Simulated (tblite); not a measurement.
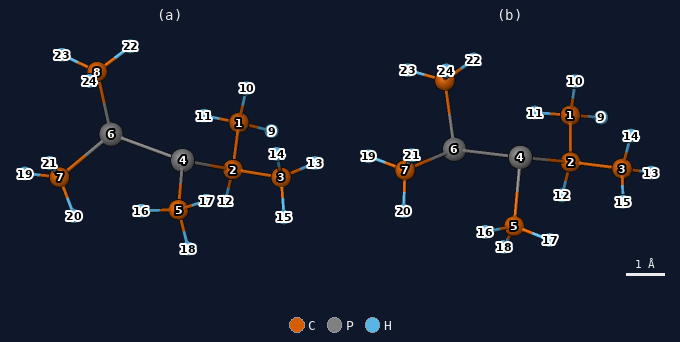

The structure of C6H16P2 before (left) and after (right) a relaxation, at one scale.

The picture is a ball-and-stick view, seen from a free direction.

Method: tblite 0.8.0, GFN2-xTB geometry optimisation, gas phase. 

Summarise the run.

The energy falls by 41.2 kcal/mol in 185 geometry steps. The largest move after the best rigid fit is that of H17, 1.37 Å. Largest moves by element: H 1.37 Å, C 0.72 Å, P 0.46 Å. Among the contacts that change: C2–P4 1.837 → 1.884 Å, P4–P6 2.164 → 2.205 Å, C7–H19 1.126 → 1.089 Å, P4–C5 1.826 → 1.858 Å. Among the angles between lasting bonds that change: C5–P4–P6 115.5° → 97.7°, C2–P4–C5 115.0° → 97.4°, C2–P4–P6 115.3° → 97.8°. Groups turn about P6–C7 by about 35°, C2–C3 by about 25°.
